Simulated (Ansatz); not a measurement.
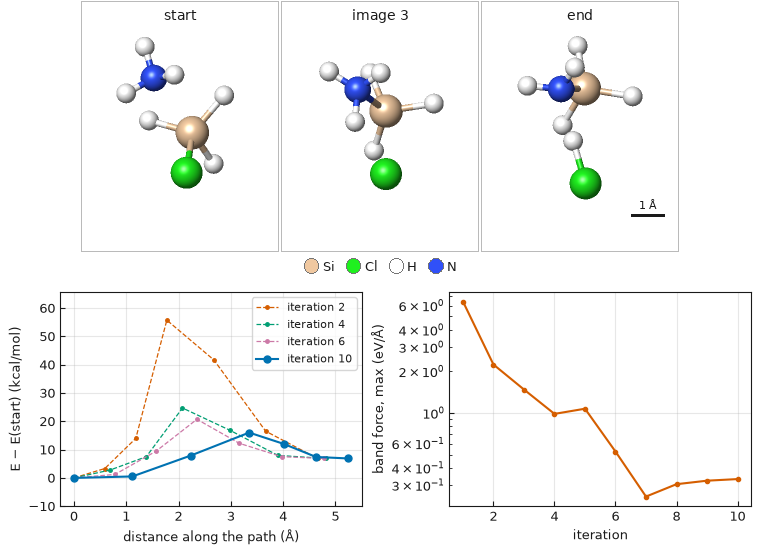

A nudged-elastic-band calculation for SiNH$_{6}$Cl, made up at the start of SiH3Cl and NH3. Images are numbered from 0 (start) to 6 (end). The plot follows the band through its iterations. A ball-and-stick model, seen from a free direction.

These are results of RKS PBE-D4/def2-SVP in Ansatz, not measurements. Settings: 5 movable images; climbing image; force threshold 0.05 eV/Å; iteration limit 10; starting path through a guess of the saddle point.

Question: Judge this run.

Answer: The result isn't final. The band hadn't converged when the run stopped after 10 iterations. The largest component of the band force went from 6.4 to 0.33 eV/Å. The barrier read from it is provisional: over the last two iterations the highest image moved from 18.1 kcal/mol to 16.0 kcal/mol. The iteration limit was low. The first iteration put the highest image at 91.3 kcal/mol. Forward barrier 16.0 kcal/mol, backward barrier 9.1 kcal/mol, with image 3 at the top; the reaction energy is +6.9 kcal/mol.

Limits of the set-up: the start holds two separate molecules, 2.7 Å apart at their closest, whose relative position is a soft coordinate.

The run took 93 s on 1 thread of Arm Neoverse V2, on a shared host, peak memory 0.11 GiB.
